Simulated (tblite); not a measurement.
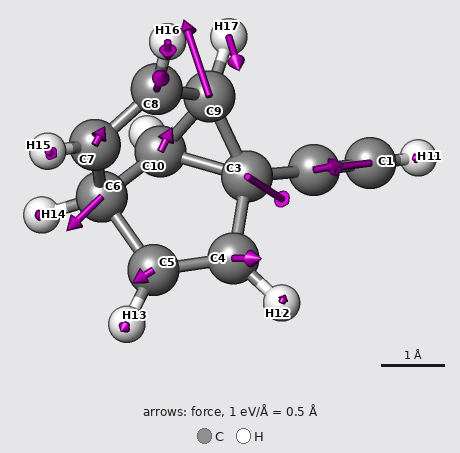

Starting geometry of C$_{10}$H$_{8}$ with the computed forces as purple arrows. A ball-and-stick model, seen from a free direction.

Method: GFN2-xTB geometry optimisation, gas phase (tblite). 

Is this structure relaxed? If not, where do the atoms go?

It isn't relaxed: the largest force vector, on a C atom, is 2.91 eV/Å. The final displacements follow the starting forces only in part (cosine between the two patterns 0.32). The largest move after the best rigid fit is that of an H atom, 0.26 Å. By element the largest moves are H 0.26 Å, C 0.20 Å. Among the contacts that change: C–C 1.491 → 1.577 Å, C–H 1.136 → 1.080 Å, C–C 1.472 → 1.423 Å, C–C 1.487 → 1.528 Å. Bond angles that change, for instance: C–C–H 109.7° → 122.6°, C–C–C 115.5° → 123.2°, C–C–C 102.8° → 95.9°. Over 48 geometry steps the energy falls by 13.3 kcal/mol. Cost: 0.42 s on 1 thread of Intel(R) Xeon(R) Processor @ 2.70GHz (shared host).
